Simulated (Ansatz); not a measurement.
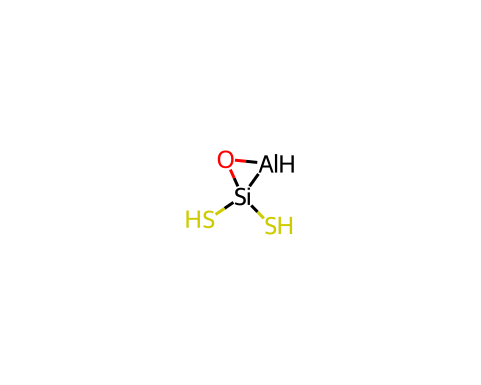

Structural formula above. The computed structure is the end point of a PBE0-D4/def2-TZVP optimisation.

Describe the 3D structure.

The molecule is AlH3OS2Si. As SMILES it reads `S[Si]1(S)[O][AlH]1`. Among its groups: Si–O bond. Coordination, clear cases only: 2 S bent; 1 Al T-shaped.

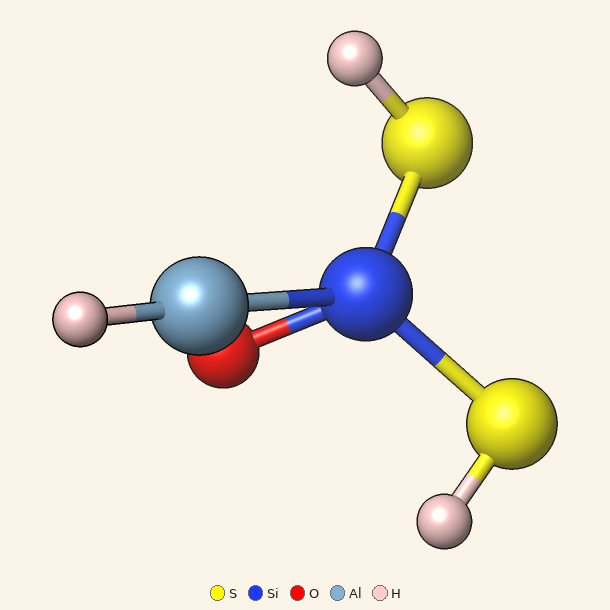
